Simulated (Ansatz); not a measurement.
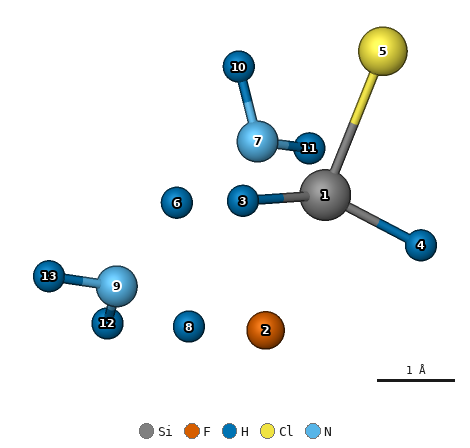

Figure 1. The starting structure (ball-and-stick view, seen at a tilt; atoms are numbered from 1 in the order of the input). Bond lengths as drawn: Cl–Si 2.08 Å, H–N 1.01 Å and H–Si 1.45 Å.

**Molecular dynamics, with input and output: SiN2H8ClF (part 1 of 5)**

SiN2H8ClF, computed with UKS PBE0/STO-3G (Ansatz 0.2.0).

It belongs to a series of runs on one base structure; here: dynamics from the start. Figures and captions count atoms from 1; the log counts them from 0 in places.

### Log
```
Engine: ansatz 0.2.0, aarch64-unknown-linux-gnu
Functional definition: PBE0
  parameter a = 0.25
  parameter kappa = 0.804
  parameter beta = 0.06672455060314922
  exchange = (1 - a)*pbe_x(kappa = kappa, mu = beta*pi^2/3) + a*exact_x
  correlation = pbe_c(beta = beta)
564 factors; integrals over basis functions are off by at most 1.2e-5 eV
mean field evaluation 1: about -25906.0712 eV, gradient 1.9e1 eV
mean field evaluation 2: about -25906.9901 eV, gradient 1.6e1 eV
mean field evaluation 4: about -25908.7097 eV, gradient 7.4e-1 eV
mean field evaluation 8: about -25908.7040 eV, gradient 3.1e-3 eV
mean field -25908.70401967 eV, -952.1273111725 hartree, gradient 5.2e-6 eV, S^2 0.000000; 0 other end points of the search recorded, 0 dependent functions left out
the calculation of the forces begins
reference -25908.70404001 eV, -952.1273119198 hartree; 31, 31 occupied and 10, 10 virtual orbitals, 564 factors
md step     0: t =     0.00 fs  T =  1000.0 K  F+E_penalty+E_count = -25908.70401967 eV  E_kin = 1.421860 eV  conserved = -25907.28215968 eV  (25 SCF iters)
these checks for a lower state are left out or cut short: starts, cluster_reference, orbital_swaps, neighbouring_geometries, increment
564 factors; integrals over basis functions are off by at most 1.3e-5 eV
mean field evaluation 16: about -25908.6875 eV, gradient 7.7e-3 eV
mean field -25908.67770980 eV, -952.1263443026 hartree, gradient 1.3e-5 eV, S^2 0.000000; 0 other end points of the search recorded, 0 dependent functions left out
the calculation of the forces begins
reference -25908.67773013 eV, -952.1263450499 hartree; 31, 31 occupied and 10, 10 virtual orbitals, 564 factors
md step     1: t =     0.50 fs  T =   981.3 K  F+E_penalty+E_count = -25908.67770980 eV  E_kin = 1.395272 eV  conserved = -25907.28243802 eV  (27 SCF iters)
[... from here on the SCF iterations and repeated set-up lines of each step are left out, up to the last step ...]
md step     2: t =     1.00 fs  T =   960.8 K  F+E_penalty+E_count = -25908.64958726 eV  E_kin = 1.366151 eV  conserved = -25907.28343616 eV  (26 SCF iters)
md step     3: t =     1.50 fs  T =   928.7 K  F+E_penalty+E_count = -25908.60468063 eV  E_kin = 1.320488 eV  conserved = -25907.28419215 eV  (26 SCF iters)
md step     4: t =     2.00 fs  T =   877.3 K  F+E_penalty+E_count = -25908.53142937 eV  E_kin = 1.247461 eV  conserved = -25907.28396823 eV  (27 SCF iters)
md step     5: t =     2.50 fs  T =   808.9 K  F+E_penalty+E_count = -25908.43287114 eV  E_kin = 1.150176 eV  conserved = -25907.28269549 eV  (26 SCF iters)
md step     6: t =     3.00 fs  T =   736.5 K  F+E_penalty+E_count = -25908.32812138 eV  E_kin = 1.047266 eV  conserved = -25907.28085560 eV  (27 SCF iters)
md step     7: t =     3.50 fs  T =   679.6 K  F+E_penalty+E_count = -25908.24542588 eV  E_kin = 0.966330 eV  conserved = -25907.27909592 eV  (27 SCF iters)
md step     8: t =     4.00 fs  T =   657.1 K  F+E_penalty+E_count = -25908.21226118 eV  E_kin = 0.934327 eV  conserved = -25907.27793421 eV  (27 SCF iters)
md step     9: t =     4.50 fs  T =   681.8 K  F+E_penalty+E_count = -25908.24703258 eV  E_kin = 0.969367 eV  conserved = -25907.27766526 eV  (27 SCF iters)
md step    10: t =     5.00 fs  T =   756.6 K  F+E_penalty+E_count = -25908.35417529 eV  E_kin = 1.075806 eV  conserved = -25907.27836882 eV  (28 SCF iters)
md step    11: t =     5.50 fs  T =   874.1 K  F+E_penalty+E_count = -25908.52273189 eV  E_kin = 1.242793 eV  conserved = -25907.27993912 eV  (28 SCF iters)
md step    12: t =     6.00 fs  T =  1017.0 K  F+E_penalty+E_count = -25908.72810845 eV  E_kin = 1.446031 eV  conserved = -25907.28207760 eV  (27 SCF iters)
md step    13: t =     6.50 fs  T =  1162.4 K  F+E_penalty+E_count = -25908.93706700 eV  E_kin = 1.652792 eV  conserved = -25907.28427464 eV  (26 SCF iters)
md step    14: t =     7.00 fs  T =  1287.1 K  F+E_penalty+E_count = -25909.11600685 eV  E_kin = 1.830143 eV  conserved = -25907.28586403 eV  (26 SCF iters)
md step    15: t =     7.50 fs  T =  1375.1 K  F+E_penalty+E_count = -25909.24141110 eV  E_kin = 1.955178 eV  conserved = -25907.28623264 eV  (26 SCF iters)
md step    16: t =     8.00 fs  T =  1423.3 K  F+E_penalty+E_count = -25909.30896625 eV  E_kin = 2.023767 eV  conserved = -25907.28519944 eV  (26 SCF iters)
md step    17: t =     8.50 fs  T =  1443.4 K  F+E_penalty+E_count = -25909.33566995 eV  E_kin = 2.052330 eV  conserved = -25907.28334022 eV  (26 SCF iters)
md step    18: t =     9.00 fs  T =  1454.8 K  F+E_penalty+E_count = -25909.35042994 eV  E_kin = 2.068553 eV  conserved = -25907.28187651 eV  (24 SCF iters)
md step    19: t =     9.50 fs  T =  1472.5 K  F+E_penalty+E_count = -25909.37553757 eV  E_kin = 2.093662 eV  conserved = -25907.28187514 eV  (26 SCF iters)
md step    20: t =    10.00 fs  T =  1496.4 K  F+E_penalty+E_count = -25909.41096124 eV  E_kin = 2.127637 eV  conserved = -25907.28332436 eV  (26 SCF iters)
md step    21: t =    10.50 fs  T =  1511.8 K  F+E_penalty+E_count = -25909.43467131 eV  E_kin = 2.149585 eV  conserved = -25907.28508632 eV  (26 SCF iters)
md step    22: t =    11.00 fs  T =  1500.5 K  F+E_penalty+E_count = -25909.41939743 eV  E_kin = 2.133506 eV  conserved = -25907.28589139 eV  (26 SCF iters)
md step    23: t =    11.50 fs  T =  1453.4 K  F+E_penalty+E_count = -25909.35175777 eV  E_kin = 2.066499 eV  conserved = -25907.28525901 eV  (26 SCF iters)
md step    24: t =    12.00 fs  T =  1376.1 K  F+E_penalty+E_count = -25909.24023949 eV  E_kin = 1.956678 eV  conserved = -25907.28356128 eV  (26 SCF iters)
md step    25: t =    12.50 fs  T =  1286.2 K  F+E_penalty+E_count = -25909.11028929 eV  E_kin = 1.828745 eV  conserved = -25907.28154453 eV  (26 SCF iters)
md step    26: t =    13.00 fs  T =  1204.9 K  F+E_penalty+E_count = -25908.99309614 eV  E_kin = 1.713198 eV  conserved = -25907.27989804 eV  (26 SCF iters)
md step    27: t =    13.50 fs  T =  1150.3 K  F+E_penalty+E_count = -25908.91469318 eV  E_kin = 1.635616 eV  conserved = -25907.27907711 eV  (26 SCF iters)
md step    28: t =    14.00 fs  T =  1131.8 K  F+E_penalty+E_count = -25908.88849409 eV  E_kin = 1.609205 eV  conserved = -25907.27928874 eV  (26 SCF iters)
md step    29: t =    14.50 fs  T =  1147.3 K  F+E_penalty+E_count = -25908.91180486 eV  E_kin = 1.631294 eV  conserved = -25907.28051063 eV  (26 SCF iters)
md step    30: t =    15.00 fs  T =  1184.2 K  F+E_penalty+E_count = -25908.96618018 eV  E_kin = 1.683701 eV  conserved = -25907.28247884 eV  (26 SCF iters)
md step    31: t =    15.50 fs  T =  1221.7 K  F+E_penalty+E_count = -25909.02179446 eV  E_kin = 1.737135 eV  conserved = -25907.28465984 eV  (26 SCF iters)
md step    32: t =    16.00 fs  T =  1237.6 K  F+E_penalty+E_count = -25909.04601011 eV  E_kin = 1.759703 eV  conserved = -25907.28630684 eV  (26 SCF iters)
md step    33: t =    16.50 fs  T =  1215.6 K  F+E_penalty+E_count = -25909.01504960 eV  E_kin = 1.728371 eV  conserved = -25907.28667868 eV  (25 SCF iters)
md step    34: t =    17.00 fs  T =  1153.3 K  F+E_penalty+E_count = -25908.92521777 eV  E_kin = 1.639794 eV  conserved = -25907.28542411 eV  (25 SCF iters)
md step    35: t =    17.50 fs  T =  1065.4 K  F+E_penalty+E_count = -25908.79777281 eV  E_kin = 1.514791 eV  conserved = -25907.28298217 eV  (25 SCF iters)
md step    36: t =    18.00 fs  T =   978.2 K  F+E_penalty+E_count = -25908.67152035 eV  E_kin = 1.390833 eV  conserved = -25907.28068766 eV  (25 SCF iters)
md step    37: t =    18.50 fs  T =   915.7 K  F+E_penalty+E_count = -25908.58207499 eV  E_kin = 1.301930 eV  conserved = -25907.28014507 eV  (23 SCF iters)
md step    38: t =    19.00 fs  T =   883.4 K  F+E_penalty+E_count = -25908.53798921 eV  E_kin = 1.256137 eV  conserved = -25907.28185227 eV  (25 SCF iters)
md step    39: t =    19.50 fs  T =   864.5 K  F+E_penalty+E_count = -25908.51367491 eV  E_kin = 1.229194 eV  conserved = -25907.28448100 eV  (26 SCF iters)
md step    40: t =    20.00 fs  T =   831.9 K  F+E_penalty+E_count = -25908.46883669 eV  E_kin = 1.182820 eV  conserved = -25907.28601711 eV  (26 SCF iters)
md step    41: t =    20.50 fs  T =   768.6 K  F+E_penalty+E_count = -25908.37835158 eV  E_kin = 1.092879 eV  conserved = -25907.28547213 eV  (26 SCF iters)
md step    42: t =    21.00 fs  T =   678.6 K  F+E_penalty+E_count = -25908.24817955 eV  E_kin = 0.964905 eV  conserved = -25907.28327450 eV  (26 SCF iters)
md step    43: t =    21.50 fs  T =   583.6 K  F+E_penalty+E_count = -25908.11033556 eV  E_kin = 0.829819 eV  conserved = -25907.28051668 eV  (26 SCF iters)
md step    44: t =    22.00 fs  T =   512.4 K  F+E_penalty+E_count = -25908.00679943 eV  E_kin = 0.728596 eV  conserved = -25907.27820335 eV  (26 SCF iters)
md step    45: t =    22.50 fs  T =   490.0 K  F+E_penalty+E_count = -25907.97368444 eV  E_kin = 0.696715 eV  conserved = -25907.27696966 eV  (26 SCF iters)
md step    46: t =    23.00 fs  T =   530.0 K  F+E_penalty+E_count = -25908.03066949 eV  E_kin = 0.753568 eV  conserved = -25907.27710169 eV  (26 SCF iters)
md step    47: t =    23.50 fs  T =   631.1 K  F+E_penalty+E_count = -25908.17596299 eV  E_kin = 0.897344 eV  conserved = -25907.27861864 eV  (26 SCF iters)
md step    48: t =    24.00 fs  T =   776.9 K  F+E_penalty+E_count = -25908.38593829 eV  E_kin = 1.104677 eV  conserved = -25907.28126177 eV  (26 SCF iters)
md step    49: t =    24.50 fs  T =   939.0 K  F+E_penalty+E_count = -25908.61950612 eV  E_kin = 1.335065 eV  conserved = -25907.28444114 eV  (25 SCF iters)
md step    50: t =    25.00 fs  T =  1083.6 K  F+E_penalty+E_count = -25908.82788383 eV  E_kin = 1.540665 eV  conserved = -25907.28721836 eV  (26 SCF iters)
md step    51: t =    25.50 fs  T =  1182.3 K  F+E_penalty+E_count = -25908.96953718 eV  E_kin = 1.681045 eV  conserved = -25907.28849249 eV  (26 SCF iters)
md step    52: t =    26.00 fs  T =  1223.3 K  F+E_penalty+E_count = -25909.02694296 eV  E_kin = 1.739425 eV  conserved = -25907.28751748 eV  (26 SCF iters)
md step    53: t =    26.50 fs  T =  1218.3 K  F+E_penalty+E_count = -25909.01697894 eV  E_kin = 1.732310 eV  conserved = -25907.28466851 eV  (26 SCF iters)
md step    54: t =    27.00 fs  T =  1197.1 K  F+E_penalty+E_count = -25908.98391565 eV  E_kin = 1.702148 eV  conserved = -25907.28176769 eV  (25 SCF iters)
md step    55: t =    27.50 fs  T =  1189.1 K  F+E_penalty+E_count = -25908.97164335 eV  E_kin = 1.690672 eV  conserved = -25907.28097151 eV  (24 SCF iters)
md step    56: t =    28.00 fs  T =  1202.3 K  F+E_penalty+E_count = -25908.99221107 eV  E_kin = 1.709467 eV  conserved = -25907.28274374 eV  (26 SCF iters)
md step    57: t =    28.50 fs  T =  1219.4 K  F+E_penalty+E_count = -25909.01915880 eV  E_kin = 1.733808 eV  conserved = -25907.28535058 eV  (26 SCF iters)
md step    58: t =    29.00 fs  T =  1213.7 K  F+E_penalty+E_count = -25909.01241963 eV  E_kin = 1.725744 eV  conserved = -25907.28667524 eV  (26 SCF iters)
md step    59: t =    29.50 fs  T =  1170.2 K  F+E_penalty+E_count = -25908.94984772 eV  E_kin = 1.663894 eV  conserved = -25907.28595419 eV  (26 SCF iters)
md step    60: t =    30.00 fs  T =  1094.7 K  F+E_penalty+E_count = -25908.84019424 eV  E_kin = 1.556444 eV  conserved = -25907.28375047 eV  (26 SCF iters)
md step    61: t =    30.50 fs  T =  1009.0 K  F+E_penalty+E_count = -25908.71582995 eV  E_kin = 1.434722 eV  conserved = -25907.28110800 eV  (26 SCF iters)
md step    62: t =    31.00 fs  T =   941.2 K  F+E_penalty+E_count = -25908.61718054 eV  E_kin = 1.338286 eV  conserved = -25907.27889491 eV  (27 SCF iters)
md step    63: t =    31.50 fs  T =   915.0 K  F+E_penalty+E_count = -25908.57871374 eV  E_kin = 1.301028 eV  conserved = -25907.27768613 eV  (26 SCF iters)
md step    64: t =    32.00 fs  T =   943.5 K  F+E_penalty+E_count = -25908.61928534 eV  E_kin = 1.341467 eV  conserved = -25907.27781854 eV  (27 SCF iters)
md step    65: t =    32.50 fs  T =  1024.8 K  F+E_penalty+E_count = -25908.73654935 eV  E_kin = 1.457163 eV  conserved = -25907.27938645 eV  (26 SCF iters)
md step    66: t =    33.00 fs  T =  1141.9 K  F+E_penalty+E_count = -25908.90570859 eV  E_kin = 1.623585 eV  conserved = -25907.28212368 eV  (26 SCF iters)
md step    67: t =    33.50 fs  T =  1265.1 K  F+E_penalty+E_count = -25909.08413894 eV  E_kin = 1.798817 eV  conserved = -25907.28532174 eV  (27 SCF iters)
md step    68: t =    34.00 fs  T =  1360.7 K  F+E_penalty+E_count = -25909.22269361 eV  E_kin = 1.934727 eV  conserved = -25907.28796665 eV  (27 SCF iters)
md step    69: t =    34.50 fs  T =  1401.5 K  F+E_penalty+E_count = -25909.28173450 eV  E_kin = 1.992754 eV  conserved = -25907.28898088 eV  (27 SCF iters)
md step    70: t =    35.00 fs  T =  1378.3 K  F+E_penalty+E_count = -25909.24746243 eV  E_kin = 1.959763 eV  conserved = -25907.28769919 eV  (26 SCF iters)
md step    71: t =    35.50 fs  T =  1305.8 K  F+E_penalty+E_count = -25909.14118999 eV  E_kin = 1.856678 eV  conserved = -25907.28451183 eV  (27 SCF iters)
md step    72: t =    36.00 fs  T =  1217.3 K  F+E_penalty+E_count = -25909.01210617 eV  E_kin = 1.730893 eV  conserved = -25907.28121332 eV  (27 SCF iters)
md step    73: t =    36.50 fs  T =  1146.2 K  F+E_penalty+E_count = -25908.90974478 eV  E_kin = 1.629738 eV  conserved = -25907.28000642 eV  (27 SCF iters)
md step    74: t =    37.00 fs  T =  1104.5 K  F+E_penalty+E_count = -25908.85186923 eV  E_kin = 1.570425 eV  conserved = -25907.28144458 eV  (24 SCF iters)
md step    75: t =    37.50 fs  T =  1078.0 K  F+E_penalty+E_count = -25908.81656442 eV  E_kin = 1.532706 eV  conserved = -25907.28385838 eV  (27 SCF iters)
md step    76: t =    38.00 fs  T =  1041.6 K  F+E_penalty+E_count = -25908.76618349 eV  E_kin = 1.481014 eV  conserved = -25907.28516946 eV  (27 SCF iters)
md step    77: t =    38.50 fs  T =   980.2 K  F+E_penalty+E_count = -25908.67829646 eV  E_kin = 1.393679 eV  conserved = -25907.28461744 eV  (27 SCF iters)
md step    78: t =    39.00 fs  T =   897.2 K  F+E_penalty+E_count = -25908.55850701 eV  E_kin = 1.275754 eV  conserved = -25907.28275310 eV  (28 SCF iters)
md step    79: t =    39.50 fs  T =   810.8 K  F+E_penalty+E_count = -25908.43345148 eV  E_kin = 1.152888 eV  conserved = -25907.28056390 eV  (27 SCF iters)
md step    80: t =    40.00 fs  T =   743.6 K  F+E_penalty+E_count = -25908.33610513 eV  E_kin = 1.057275 eV  conserved = -25907.27883028 eV  (28 SCF iters)
md step    81: t =    40.50 fs  T =   714.1 K  F+E_penalty+E_count = -25908.29331336 eV  E_kin = 1.015345 eV  conserved = -25907.27796883 eV  (27 SCF iters)
md step    82: t =    41.00 fs  T =   731.8 K  F+E_penalty+E_count = -25908.31864225 eV  E_kin = 1.040524 eV  conserved = -25907.27811776 eV  (28 SCF iters)
md step    83: t =    41.50 fs  T =   795.1 K  F+E_penalty+E_count = -25908.40974909 eV  E_kin = 1.130508 eV  conserved = -25907.27924120 eV  (28 SCF iters)
md step    84: t =    42.00 fs  T =   891.6 K  F+E_penalty+E_count = -25908.54885123 eV  E_kin = 1.267683 eV  conserved = -25907.28116826 eV  (28 SCF iters)
md step    85: t =    42.50 fs  T =  1000.3 K  F+E_penalty+E_count = -25908.70575882 eV  E_kin = 1.422224 eV  conserved = -25907.28353465 eV  (28 SCF iters)
md step    86: t =    43.00 fs  T =  1096.1 K  F+E_penalty+E_count = -25908.84417670 eV  E_kin = 1.558487 eV  conserved = -25907.28569003 eV  (28 SCF iters)
md step    87: t =    43.50 fs  T =  1157.4 K  F+E_penalty+E_count = -25908.93238916 eV  E_kin = 1.645677 eV  conserved = -25907.28671195 eV  (27 SCF iters)
md step    88: t =    44.00 fs  T =  1175.6 K  F+E_penalty+E_count = -25908.95739436 eV  E_kin = 1.671566 eV  conserved = -25907.28582790 eV  (28 SCF iters)
md step    89: t =    44.50 fs  T =  1162.0 K  F+E_penalty+E_count = -25908.93551653 eV  E_kin = 1.652219 eV  conserved = -25907.28329768 eV  (27 SCF iters)
md step    90: t =    45.00 fs  T =  1143.7 K  F+E_penalty+E_count = -25908.90696537 eV  E_kin = 1.626118 eV  conserved = -25907.28084761 eV  (27 SCF iters)
md step    91: t =    45.50 fs  T =  1145.8 K  F+E_penalty+E_count = -25908.90960319 eV  E_kin = 1.629126 eV  conserved = -25907.28047698 eV  (28 SCF iters)
md step    92: t =    46.00 fs  T =  1172.7 K  F+E_penalty+E_count = -25908.94993650 eV  E_kin = 1.667463 eV  conserved = -25907.28247354 eV  (25 SCF iters)
md step    93: t =    46.50 fs  T =  1205.2 K  F+E_penalty+E_count = -25908.99876044 eV  E_kin = 1.713574 eV  conserved = -25907.28518675 eV  (27 SCF iters)
md step    94: t =    47.00 fs  T =  1215.6 K  F+E_penalty+E_count = -25909.01500906 eV  E_kin = 1.728343 eV  conserved = -25907.28666556 eV  (28 SCF iters)
md step    95: t =    47.50 fs  T =  1187.7 K  F+E_penalty+E_count = -25908.97490904 eV  E_kin = 1.688791 eV  conserved = -25907.28611841 eV  (27 SCF iters)
md step    96: t =    48.00 fs  T =  1125.9 K  F+E_penalty+E_count = -25908.88495924 eV  E_kin = 1.600933 eV  conserved = -25907.28402632 eV  (28 SCF iters)
md step    97: t =    48.50 fs  T =  1050.8 K  F+E_penalty+E_count = -25908.77565216 eV  E_kin = 1.494155 eV  conserved = -25907.28149746 eV  (27 SCF iters)
md step    98: t =    49.00 fs  T =   988.4 K  F+E_penalty+E_count = -25908.68494776 eV  E_kin = 1.405343 eV  conserved = -25907.27960482 eV  (28 SCF iters)
md step    99: t =    49.50 fs  T =   958.4 K  F+E_penalty+E_count = -25908.64173093 eV  E_kin = 1.362773 eV  conserved = -25907.27895778 eV  (27 SCF iters)
md step   100: t =    50.00 fs  T =   968.0 K  F+E_penalty+E_count = -25908.65594526 eV  E_kin = 1.376325 eV  conserved = -25907.27962001 eV  (28 SCF iters)
md step   101: t =    50.50 fs  T =  1010.0 K  F+E_penalty+E_count = -25908.71728620 eV  E_kin = 1.436041 eV  conserved = -25907.28124484 eV  (27 SCF iters)
md step   102: t =    51.00 fs  T =  1066.9 K  F+E_penalty+E_count = -25908.80034183 eV  E_kin = 1.516994 eV  conserved = -25907.28334831 eV  (28 SCF iters)
md step   103: t =    51.50 fs  T =  1116.1 K  F+E_penalty+E_count = -25908.87233766 eV  E_kin = 1.586906 eV  conserved = -25907.28543142 eV  (27 SCF iters)
md step   104: t =    52.00 fs  T =  1135.7 K  F+E_penalty+E_count = -25908.90161759 eV  E_kin = 1.614740 eV  conserved = -25907.28687773 eV  (27 SCF iters)
md step   105: t =    52.50 fs  T =  1111.9 K  F+E_penalty+E_count = -25908.86783092 eV  E_kin = 1.580920 eV  conserved = -25907.28691107 eV  (27 SCF iters)
md step   106: t =    53.00 fs  T =  1046.9 K  F+E_penalty+E_count = -25908.77364161 eV  E_kin = 1.488608 eV  conserved = -25907.28503376 eV  (27 SCF iters)
md step   107: t =    53.50 fs  T =   962.8 K  F+E_penalty+E_count = -25908.65084076 eV  E_kin = 1.368945 eV  conserved = -25907.28189576 eV  (27 SCF iters)
md step   108: t =    54.00 fs  T =   893.0 K  F+E_penalty+E_count = -25908.54913799 eV  E_kin = 1.269791 eV  conserved = -25907.27934705 eV  (27 SCF iters)
md step   109: t =    54.50 fs  T =   864.6 K  F+E_penalty+E_count = -25908.50834451 eV  E_kin = 1.229408 eV  conserved = -25907.27893635 eV  (27 SCF iters)
```
